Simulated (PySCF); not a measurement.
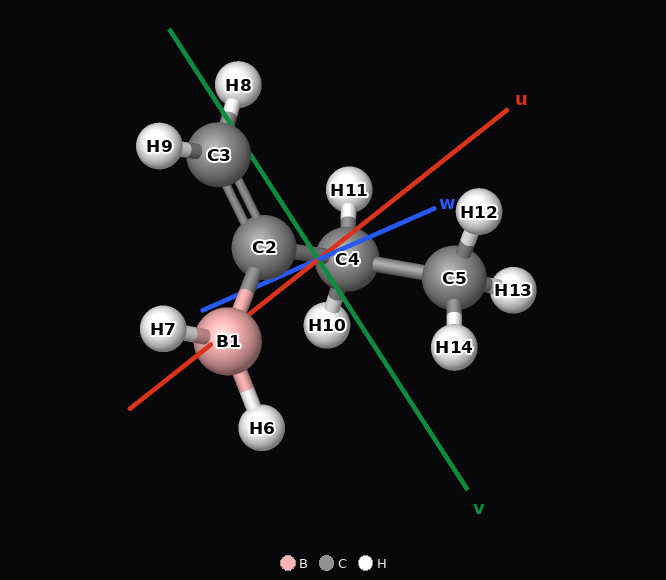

The lines u, v and w are the principal axes of the static dipole polarisability. The computed structure is the end point of a PBE0-D3(BJ)/def2-SVP optimisation. No frequency run is at hand to confirm it as a minimum. Computed with PBE0/aug-cc-pVDZ (PySCF 2.14.0).

> Along which axis is the molecule most polarisable, and along which least?

Most along v (nearly parallel to the C2–C3 bond), least along w.

> Give the three principal values.

u 70.8, v 79.5, w 53.0 bohr³; mean 67.8, anisotropy 23.5 bohr³.
